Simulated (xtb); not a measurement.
System: CH3 (cation, charge +1), singlet: map of symmetric stretch and umbrella angle. Scanned: C-H bond length and angle between the C-H bonds and the threefold axis (90 = planar).

Calculation: GFN1-xTB run with xtb.

Energy in kJ/mol above the lowest grid point; x is the C-H bond length (Å), y the angle between the C-H bonds and the threefold axis (90 = planar) (°).

```csv
y \ x,0.96,1.01,1.06,1.11,1.16,1.21,1.26,1.31,1.36
130,452.7,373.1,332.9,321.5,331.1,356.2,392.8,438.0,489.6
126,378.1,300.5,262.2,252.6,264.0,290.9,329.3,376.3,429.7
122,315.1,239.2,202.5,194.4,207.3,235.6,275.4,323.9,378.8
118,262.3,187.7,152.3,145.5,159.6,189.1,230.1,279.8,335.9
114,218.5,145.0,110.6,104.8,119.9,150.4,192.4,243.0,300.2
110,182.7,110.1,76.6,71.7,87.5,118.8,161.5,212.9,270.8
106,154.3,82.4,49.6,45.3,61.7,93.6,136.9,188.9,247.4
102,132.7,61.4,29.1,25.2,42.1,74.4,118.2,170.6,229.6
98,117.6,46.6,14.7,11.1,28.4,60.9,105.0,157.7,217.0
94,108.6,37.9,6.1,2.8,20.2,52.9,97.2,150.1,209.5
90,105.6,34.9,3.3,0.0,17.5,50.3,94.6,147.6,207.0
```

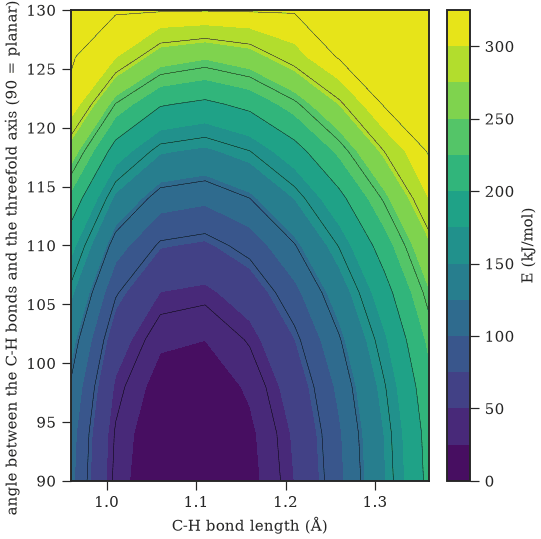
*Energy surface, cut off at 322 kJ/mol.*

Points that lie below all their neighbours on the grid: x = 1.11, y = 90 on the edge of the grid (0.0 kJ/mol).
